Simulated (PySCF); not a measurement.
# [Ni2F]+: singlet, from a PBE0 minimum start

Aim: relax [Ni2F]+ as a singlet from a PBE0 minimum start, check by its vibrations whether the end is a minimum, and collect its spectrum and constants.

Computed with PySCF 2.14.0. Level: PBE0, basis F def2-SVP, Ni def2-SVP, no relativity, density fitting.

### Step 1. Where the work starts

3 atoms, charge 1, spin multiplicity 1.

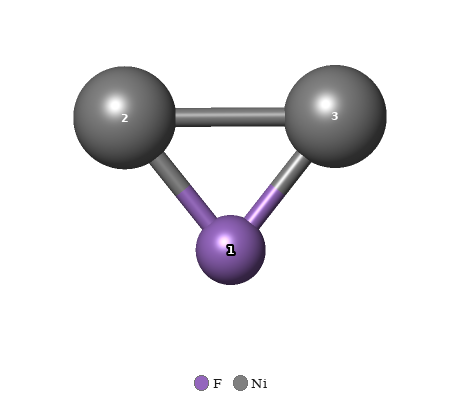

As it starts; fluorine purple, nickel grey; atoms are numbered from 1 in the order of the file.

```xyz
3
charge 1 multiplicity 1
F    -0.4941    1.0974    0.0000
Ni    0.0808   -0.1795    1.1079
Ni    0.0808   -0.1795   -1.1079
```

### Step 2. First SCF at the start

The steps below are one call of a driver around PySCF. For each, scf.py gives the equivalent set-up of the SCF; relaxations use the driver's own optimiser. After this first run the driver tries any further starts and a stability analysis.

Contents of scf.py:

```python
from pyscf import gto, scf, dft
mol = gto.M(atom='''
F     -0.494138     1.097376    -0.000000
Ni     0.080807    -0.179455     1.107906
Ni     0.080807    -0.179455    -1.107906''',
    basis={'F': 'def2-SVP', 'Ni': 'def2-SVP'},
    charge=1, spin=0)
mf = dft.RKS(mol, xc='PBE0')
mf.grids.atom_grid = (50, 194)
aux = {'F': 'def2-universal-JKFIT', 'Ni': 'def2-universal-JKFIT'}
mf = mf.density_fit(auxbasis=aux)
mf.conv_tol = 1e-08
mf.diis_space = 10
mf.max_cycle = 60
mf.init_guess = 'minao'
mf.verbose = 4
mf.kernel()
```

On the command line:

```
OMP_NUM_THREADS=2 python axn.py task.json out
```

Log:

```text
init E= -3113.99973396671
  HOMO = 0.284068689803903  LUMO = 0.309504999526077  gap/eV = 0.69216
cycle= 1 E= -3081.96057276536  delta_E=   32  |g|= 7.45  |ddm|= 28.7
  HOMO = -1.90041295017169  LUMO = -1.76923661942793  gap/eV = 3.56949
cycle= 2 E= -3089.72954327862  delta_E= -7.77  |g|= 7.82  |ddm|= 27.3
  HOMO = -1.73429478248754  LUMO = -1.72607741069973  gap/eV = 0.22361
cycle= 3 E= -3111.07887702939  delta_E= -21.3  |g|= 4.62  |ddm|= 15.2
  HOMO = -0.744873108039723  LUMO = -0.689094433595534  gap/eV = 1.51782
cycle= 4 E= -3109.07366533193  delta_E= 2.01  |g|= 5.29  |ddm|= 4.25
  HOMO = -0.803734006904696  LUMO = -0.722598614178977  gap/eV = 2.20781
cycle= 5 E= -3109.8443449765  delta_E= -0.771  |g|= 5.05  |ddm|=  1.1
  HOMO = -0.810138412955493  LUMO = -0.732853705475001  gap/eV = 2.10302
cycle= 6 E= -3109.90359389155  delta_E= -0.0592  |g|= 5.03  |ddm|= 0.0665
  HOMO = -0.810979559048809  LUMO = -0.744498319206708  gap/eV = 1.80905
cycle= 7 E= -3110.62259459517  delta_E= -0.719  |g|=  4.7  |ddm|= 0.373
  HOMO = -0.779341904204035  LUMO = -0.703236750079075  gap/eV = 2.07093
cycle= 8 E= -3111.28490619529  delta_E= -0.662  |g|= 4.37  |ddm|= 0.639
  HOMO = -0.818821328742399  LUMO = -0.740493899493829  gap/eV = 2.13140
cycle= 9 E= -3111.70446183863  delta_E= -0.42  |g|= 4.19  |ddm|= 0.297
  HOMO = -0.81823985356687  LUMO = -0.738449013993523  gap/eV = 2.17122
cycle= 10 E= -3111.6847278362  delta_E= 0.0197  |g|= 4.17  |ddm|= 0.113
  HOMO = -0.866820384683926  LUMO = -0.799248402402515  gap/eV = 1.83873
cycle= 11 E= -3112.02261265993  delta_E= -0.338  |g|= 4.01  |ddm|= 0.394
  HOMO = -0.235859324671038  LUMO = -0.200127100473984  gap/eV = 0.97232
cycle= 12 E= -3114.47682947322  delta_E= -2.45  |g|= 1.94  |ddm|= 3.31
  HOMO = -0.432284698784089  LUMO = -0.364495705333494  gap/eV = 1.84463
cycle= 13 E= -3115.01948207293  delta_E= -0.543  |g|= 0.454  |ddm|= 1.21
  HOMO = -0.434776079592515  LUMO = -0.330266401979141  gap/eV = 2.84385
cycle= 14 E= -3115.06414828267  delta_E= -0.0447  |g|= 0.119  |ddm|= 0.51
  HOMO = -0.443497013788111  LUMO = -0.330783095560659  gap/eV = 3.06710
cycle= 15 E= -3115.06866945837  delta_E= -0.00452  |g|= 0.0386  |ddm|= 0.18
  HOMO = -0.444616679207619  LUMO = -0.328992993892361  gap/eV = 3.14628
cycle= 16 E= -3115.07128289171  delta_E= -0.00261  |g|= 0.0258  |ddm|= 0.192
  HOMO = -0.447720088995195  LUMO = -0.325596243466658  gap/eV = 3.32316
cycle= 17 E= -3115.07410329407  delta_E= -0.00282  |g|= 0.038  |ddm|= 0.34
  HOMO = -0.44831023666767  LUMO = -0.325785782936583  gap/eV = 3.33406
cycle= 18 E= -3115.07444434428  delta_E= -0.000341  |g|= 0.0245  |ddm|= 0.0471
  HOMO = -0.447952130825173  LUMO = -0.330457130518203  gap/eV = 3.19720
cycle= 19 E= -3115.07485489532  delta_E= -0.000411  |g|= 0.011  |ddm|= 0.0677
  HOMO = -0.449173174725462  LUMO = -0.328402475585644  gap/eV = 3.28634
cycle= 20 E= -3115.07541630246  delta_E= -0.000561  |g|= 0.00972  |ddm|= 0.237
  HOMO = -0.449803100107167  LUMO = -0.331413987571854  gap/eV = 3.22153
cycle= 21 E= -3115.07543808087  delta_E= -2.18e-05  |g|= 0.00214  |ddm|= 0.022
  HOMO = -0.449465212914803  LUMO = -0.331083711496556  gap/eV = 3.22132
cycle= 22 E= -3115.0754515675  delta_E= -1.35e-05  |g|= 0.00133  |ddm|= 0.0207
  HOMO = -0.449401715472866  LUMO = -0.331489465465705  gap/eV = 3.20856
cycle= 23 E= -3115.07545959694  delta_E= -8.03e-06  |g|= 0.000793  |ddm|= 0.0147
  HOMO = -0.4494603112876  LUMO = -0.331488019080133  gap/eV = 3.21019
cycle= 24 E= -3115.07546111051  delta_E= -1.51e-06  |g|= 0.00054  |ddm|= 0.00365
  HOMO = -0.449496707340183  LUMO = -0.331603501418599  gap/eV = 3.20804
cycle= 25 E= -3115.07546435367  delta_E= -3.24e-06  |g|= 0.000202  |ddm|= 0.0161
  HOMO = -0.44952900139004  LUMO = -0.331640850367156  gap/eV = 3.20790
cycle= 26 E= -3115.07546439561  delta_E= -4.19e-08  |g|= 2.83e-05  |ddm|= 0.00159
  HOMO = -0.449533674197472  LUMO = -0.331647346534469  gap/eV = 3.20785
cycle= 27 E= -3115.07546439648  delta_E= -8.79e-10  |g|= 1.64e-05  |ddm|= 0.000171
  HOMO = -0.449537668974763  LUMO = -0.33165250174757  gap/eV = 3.20782
Extra cycle  E= -3115.07546439646  delta_E= 2e-11  |g|= 2.88e-05  |ddm|= 3.79e-05
converged SCF energy = -3115.07546439646
```

This step, with its further starts and checks, needed 5.5 s of wall time on 2 threads of Arm Neoverse N1, shared host.

The test of internal stability found no lower closed-shell solution.

### Step 3. Relaxing the singlet from the PBE0 minimum start

The program finds C2v symmetry in the start, which this walk keeps. Threshold on the gradient: 0.0003 Eh/bohr, with a further test on the energy change.

Edit scf.py of step 2 so:

```diff
@@ -3,3 +3,3 @@
-F     -0.494138     1.097376    -0.000000
-Ni     0.080807    -0.179455     1.107906
-Ni     0.080807    -0.179455    -1.107906''',
+F     -0.493955     1.096970    -0.000000
+Ni     0.080990    -0.179861     1.107906
+Ni     0.080990    -0.179861    -1.107906''',
@@ -15 +14,0 @@
-mf.init_guess = 'minao'
```

Steps of the walk:

```tsv
step	energy (Eh)	change (kJ/mol)	largest symmetric gradient (Eh/bohr)
0	-3115.075464	0.00	0.00049
1	-3115.075466	0.00	0.00024
```

The walk took 4.2 s.

It settles in C2v symmetry, 0.0 kJ/mol below the start, after 1 steps: F–Ni 1.786 Å (×2), Ni–Ni 2.215 Å; F–Ni–Ni 51.7° (×2), Ni–F–Ni 76.6°.

### Step 4. Vibrations and properties at this point

On the finer grid the gradient is checked again; gradients at displacements of ±0.02 bohr then give force constants and infrared intensities.

Edit scf.py of step 3 so:

```diff
@@ -3,3 +3,3 @@
-F     -0.493955     1.096970    -0.000000
-Ni     0.080990    -0.179861     1.107906
-Ni     0.080990    -0.179861    -1.107906''',
+F     -0.494060     1.097202    -0.000000
+Ni     0.080899    -0.179660     1.108050
+Ni     0.080899    -0.179660    -1.108050''',
@@ -9 +9 @@
-mf.grids.atom_grid = (50, 194)
+mf.grids.atom_grid = (75, 302)
@@ -12 +12 @@
-mf.conv_tol = 1e-08
+mf.conv_tol = 1e-10
```

This SCF starts from the last density.

SCF at the final geometry:

```text
init E= -3115.07534574682
  HOMO = -0.449517678510028  LUMO = -0.331664317380914  gap/eV = 3.20695
cycle= 1 E= -3115.07534574683  delta_E= -5.46e-12  |g|= 3.3e-06  |ddm|= 3.08e-06
  HOMO = -0.449518504515808  LUMO = -0.331665286474606  gap/eV = 3.20695
Extra cycle  E= -3115.07534574681  delta_E= 1.91e-11  |g|= 8.05e-06  |ddm|= 6.42e-06
converged SCF energy = -3115.07534574681
```

The whole step took 36 s.

Geometry: C2v; F–Ni 1.786 Å (×2), Ni–Ni 2.216 Å; F–Ni–Ni 51.6° (×2), Ni–F–Ni 76.7°.

Harmonic modes (main isotopes):

| symmetry | ω (cm⁻¹) | IR (km/mol) | μ (u) |
| --- | --- | --- | --- |
| a1 | 261 | 4.3 | 47.72 |
| b2 | 475 | 10.6 | 23.77 |
| a1 | 629 | 44.9 | 22.75 |

All wavenumbers are real: a minimum.

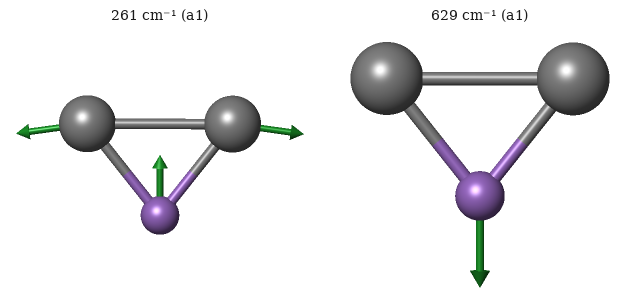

Displacements of 2 of the modes, as arrows (one member where a mode is degenerate).

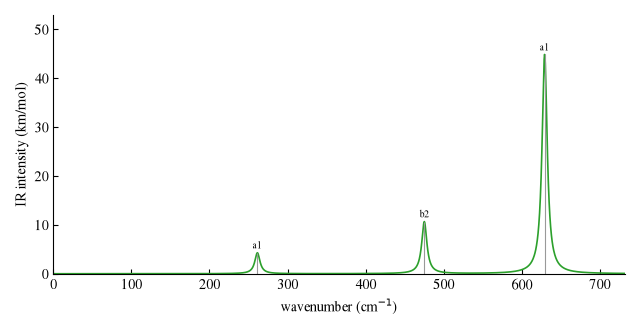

The harmonic infrared spectrum (widths in cm⁻¹). Lines are broadened to a width of 8 cm⁻¹ (Lorentzian).

Properties at this point:

| Item | Value |
| --- | --- |
| Dipole moment about the centre of mass | 3.31 D |
| Highest occupied level | -12.23 eV |
| Lowest empty level | -9.03 eV |
| Rotational constants | 0.5267, 0.1185, 0.09673 cm⁻¹ |
| Zero-point energy | 8.2 kJ/mol |
| Principal polarisabilities | 22.4, 22.9, 42.7 bohr³ |
| Principal traceless quadrupole moments about the centre of mass | -8.24, -8.01, 16.25 D Å |
| Entropy at 298.15 K and 1 bar | 280.9 J/(mol K) |
| Heat capacity Cp at 298.15 K | 50.1 J/(mol K) |
| Enthalpy at 298.15 K above 0 K | 12.17 kJ/mol |
| Rotational symmetry number | 2 |

Populations by atom (charges in e):

```tsv
atom	Mulliken	Löwdin	polar tensor	Mayer order to F1
F1	-0.37	-0.17	-0.48	–
Ni2,3	0.69	0.58	0.74	0.55
```

Mulliken populations on F1: s 3.94, p 5.42, d 0.00.

### Step 5. The broken-symmetry singlet

A stability analysis found the closed shell of the lowest minimum unstable towards spin polarisation, so the unrestricted solution is followed.

The program finds C2v symmetry in the start, which may break. The walk stops when the largest gradient is under 0.0003 Eh/bohr and the energy has settled too.

Edit scf.py of step 4 so:

```diff
@@ -3,3 +3,3 @@
-F     -0.494060     1.097202    -0.000000
-Ni     0.080899    -0.179660     1.108050
-Ni     0.080899    -0.179660    -1.108050''',
+F     -0.493967     1.096997    -0.000000
+Ni     0.080992    -0.179866     1.108050
+Ni     0.080992    -0.179866    -1.108050''',
@@ -8,2 +8,2 @@
-mf = dft.RKS(mol, xc='PBE0')
-mf.grids.atom_grid = (75, 302)
+mf = dft.UKS(mol, xc='PBE0')
+mf.grids.atom_grid = (50, 194)
@@ -12 +12 @@
-mf.conv_tol = 1e-10
+mf.conv_tol = 1e-08
```

Energy and gradient, step by step:

```tsv
step	energy (Eh)	change (kJ/mol)	largest gradient (Eh/bohr)
0	-3115.134651	0.00	0.04657
1	-3115.141885	-18.99	0.01788
2	-3115.143097	-22.18	0.00700
3	-3115.143463	-23.14	0.00394
4	-3115.143600	-23.50	0.00297
5	-3115.143646	-23.62	0.00103
6	-3115.143650	-23.63	0.00015
7	-3115.143650	-23.63	0.00003
```

The walk took 34 s.

Positions (Å) and forces (eV/Å) along the way:

```
step 0
F   -0.494   1.097   0.000  -0.981   2.198   0.000
Ni   0.081  -0.180   1.108   0.491  -1.099   2.395
Ni   0.081  -0.180  -1.108   0.490  -1.099  -2.395
step 1
F   -0.511   1.134   0.000  -0.156   0.362   0.000
Ni   0.089  -0.198   1.144   0.078  -0.181   0.919
Ni   0.089  -0.198  -1.144   0.078  -0.181  -0.919
step 4
F   -0.506   1.124   0.000   0.072  -0.151   0.000
Ni   0.087  -0.193   1.201  -0.036   0.076  -0.013
Ni   0.087  -0.193  -1.201  -0.036   0.076   0.013
step 7
F   -0.501   1.113   0.000   0.002   0.000   0.000
Ni   0.085  -0.188   1.209  -0.001   0.000  -0.002
Ni   0.085  -0.188  -1.209  -0.001   0.000   0.002
```

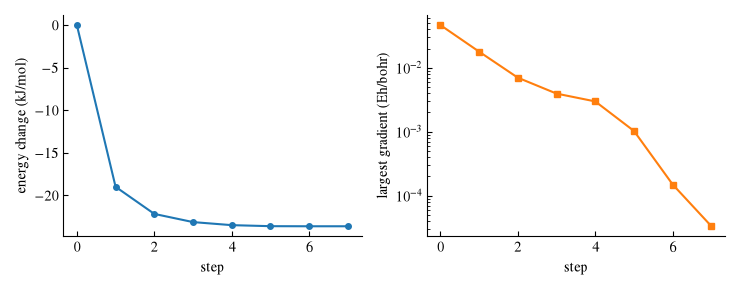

Energy and largest gradient along the walk.

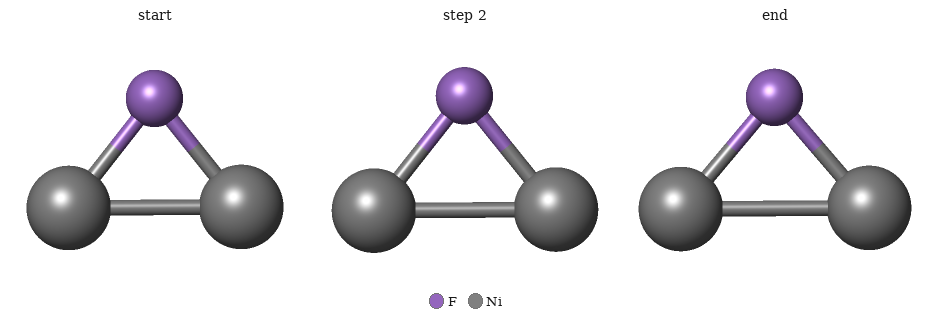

The geometry along the walk, at one scale.

It settles in C2v symmetry, 23.6 kJ/mol below the start, after 7 steps: F–Ni 1.870 Å (×2), Ni–Ni 2.418 Å; F–Ni–Ni 49.7° (×2), Ni–F–Ni 80.5°.

### Step 6. Is it a minimum? Harmonic modes

The same treatment as at the point before.

Edit scf.py of step 5 so:

```diff
@@ -3,3 +3,3 @@
-F     -0.493967     1.096997    -0.000000
-Ni     0.080992    -0.179866     1.108050
-Ni     0.080992    -0.179866    -1.108050''',
+F     -0.503153     1.117395     0.000000
+Ni     0.082413    -0.183021     1.208995
+Ni     0.082412    -0.183021    -1.208995''',
@@ -9 +9 @@
-mf.grids.atom_grid = (50, 194)
+mf.grids.atom_grid = (75, 302)
@@ -12 +12 @@
-mf.conv_tol = 1e-08
+mf.conv_tol = 1e-10
```

Log of the central SCF (cycles and frontier levels):

```text
init E= -3115.1435569534
[... the frontier-level lines of each cycle are left out ...]
cycle= 1 E= -3115.14355695342  delta_E= -2.27e-11  |g|= 4.21e-06  |ddm|= 7.3e-06
Extra cycle  E= -3115.14355695341  delta_E= 1.73e-11  |g|= 8.91e-06  |ddm|= 9.67e-06
converged SCF energy = -3115.14355695341  <S^2> = 1.5878481  2S+1 = 2.7113451
```

The whole step needed 1.8 min of wall time on 2 threads of Arm Neoverse N1, shared host.

Geometry: C2v; F–Ni 1.870 Å (×2), Ni–Ni 2.418 Å; F–Ni–Ni 49.7° (×2), Ni–F–Ni 80.6°.

Modes, for the most abundant isotopes:

| ω (cm⁻¹) | IR (km/mol) |
| --- | --- |
| 181 | 0.1 |
| 399 | 5.0 |
| 552 | 22.9 |

No imaginary mode, so this is a minimum.

The SCF density has lower symmetry than the nuclear frame, so the modes carry no labels.

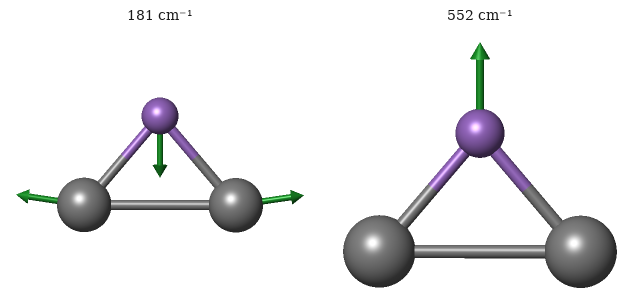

How the atoms move in 2 of the modes.

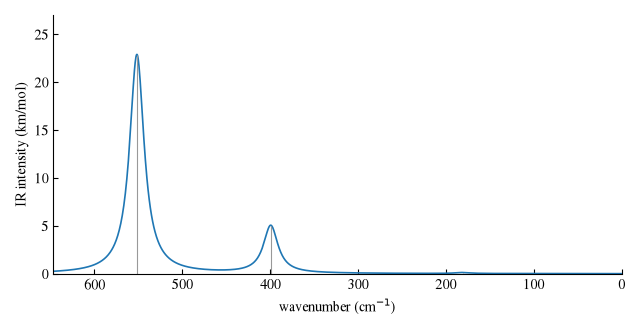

The harmonic infrared spectrum (widths in cm⁻¹). Lines are broadened to a width of 20 cm⁻¹ (Lorentzian).

Constants and moments:

* Dipole moment about the centre of mass: 3.26 D
* Highest occupied level: -11.58 eV
* Lowest empty level: -8.14 eV
* Rotational constants: 0.5078, 0.09953, 0.08322 cm⁻¹
* Zero-point energy: 6.8 kJ/mol
* Principal polarisabilities: 23.1, 31.0, 67.2 bohr³
* Principal traceless quadrupole moments about the centre of mass: -11.41, -5.60, 17.01 D Å
* Entropy at 298.15 K and 1 bar: 286.8 J/(mol K)
* Heat capacity Cp at 298.15 K: 52.0 J/(mol K)
* Enthalpy at 298.15 K above 0 K: 12.78 kJ/mol
* Rotational symmetry number: 2
* Spin squared ⟨S²⟩: 1.588

Charges (e) and bond orders:

```
atom  Mulliken  Löwdin  polar tensor  spin (Mulliken)  Mayer order to F1
  F1     -0.42   -0.27         -0.38             0.00                  –
 Ni2      0.71    0.64          0.69             1.34               0.51
 Ni3      0.71    0.64          0.69            -1.34               0.51
```

Outer orbital energies (eV). α occupied: -14.86, -14.70, -14.52, -14.09, -13.90, -13.64, -13.02, -11.58; empty: -8.14, -7.34, -6.75, -4.11. β occupied: -14.86, -14.70, -14.52, -14.09, -13.90, -13.64, -13.02, -11.58; empty: -8.14, -7.34, -6.75, -4.11.

Mulliken populations on F1: s 3.95, p 5.47, d 0.00.

### Step 7. The points found, side by side

| spin | group | bonds | imaginary modes (cm⁻¹) | ΔE (kJ/mol) | with zero-point energy |
| --- | --- | --- | --- | --- | --- |
| broken-symmetry (Ms = 0) | C2v (density of lower symmetry) | F–Ni 1.870 Å (×2), Ni–Ni 2.418 Å | none | 0.0 | 0.0 |
| singlet | C2v | F–Ni 1.786 Å (×2), Ni–Ni 2.216 Å | none | 179.1 | 180.5 |

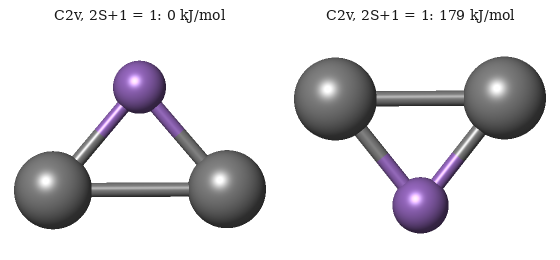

The points, lowest first (fluorine purple, nickel grey).

### Step 8. Results

```
                                          quantity                                                                value
                                           minimum                                        broken-symmetry (Ms = 0), C2v
                                          geometry  F–Ni 1.870 Å (×2), Ni–Ni 2.418 Å; F–Ni–Ni 49.7° (×2), Ni–F–Ni 80.6°
                                wavenumbers (cm⁻¹)                                                        181, 399, 552
                    dipole moment (centre of mass)                                                               3.26 D
highest occupied, lowest empty level (either spin)                                                     -11.58, -8.14 eV
                         polar-tensor charge of F1                                                              -0.38 e
                                 zero-point energy                                                           6.8 kJ/mol
                               entropy at 298.15 K                                                      286.8 J/(mol K)
                                              ⟨S²⟩                                                                1.588
```

**Reading.** The PBE0 minimum start keeps its C2v symmetry and ends in a minimum. The determinant is spin-contaminated (⟨S²⟩ = 1.59 against 0.00), so it is no pure spin state. The strongest infrared band lies at 552 cm⁻¹. Only this shape and spin were tried, so other structures or states may lie lower. The SCF density has lower symmetry than the nuclear frame.

The search up to here took 3.7 min.
